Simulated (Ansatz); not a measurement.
How methods differ on SiNH4O (SMILES N[SiH]O)

SiNH4O: 7 atoms, total charge 0, spin state doublet. As SMILES, `N[SiH]O`. The shape was relaxed beforehand at r2SCAN/def2-SVP. This is one conformer, not always the lowest.

Quantity: the adiabatic electron affinity (to the singlet anion, shapes relaxed at r2SCAN/def2-SVP, no zero-point term), in eV. The values are calculated.

The electron affinity is E(neutral) − E(anion): positive where the electron is bound.

```
               level                    kind  program  value (eV)  less CCSD(T)/def2-TZVP  CPU time (all runs)
       UHF/def2-TZVP            Hartree–Fock   Ansatz       -0.53                   -1.17                1.9 s
    USVWN5/def2-TZVP                     LDA   Ansatz        0.81                   +0.17                2.2 s
  UPBE0-D4/def2-TZVP           global hybrid   Ansatz        0.62                   -0.02                4.6 s
 U-wB97M-V/def2-TZVP  range-separated hybrid   Ansatz        0.79                   +0.15                 21 s
UCAM-B3LYP/def2-TZVP  range-separated hybrid   Ansatz        0.68                   +0.04                5.5 s
   UB2PLYP/def2-TZVP           double hybrid   Ansatz        0.60                   -0.04                  9 s
   RPA@PBE/def2-TZVP                     RPA   Ansatz        0.91                   +0.27                8.4 s
      UMP2/def2-TZVP     perturbation theory   Ansatz        0.50                   -0.14                  3 s
  UCCSD(T)/def2-TZVP   coupled cluster or CI   Ansatz        0.64                    0.00                 54 s
```

UCCSD(T)/def2-TZVP is the highest level here, not the true value. Sets without diffuse functions describe the anion poorly, and affinities from them come out too low, at high levels too. The values span -0.53 to 0.91 eV. The levels disagree on the sign; a negative value means an electron held by the basis alone. In so small a basis fixed costs decide the times, and correlated methods can beat functionals. CPU times are rough (shared hosts, several kinds of processor and program).

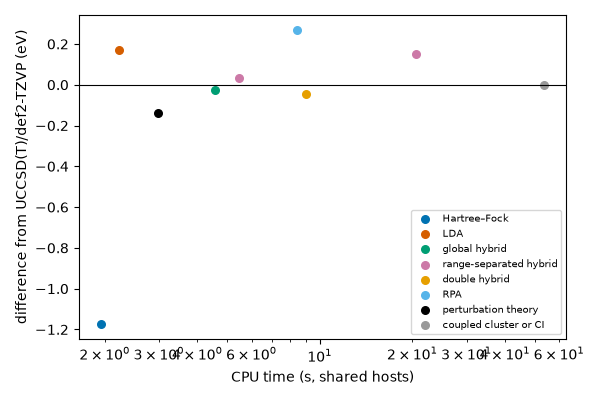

Difference from UCCSD(T)/def2-TZVP against processor time, one point a level.
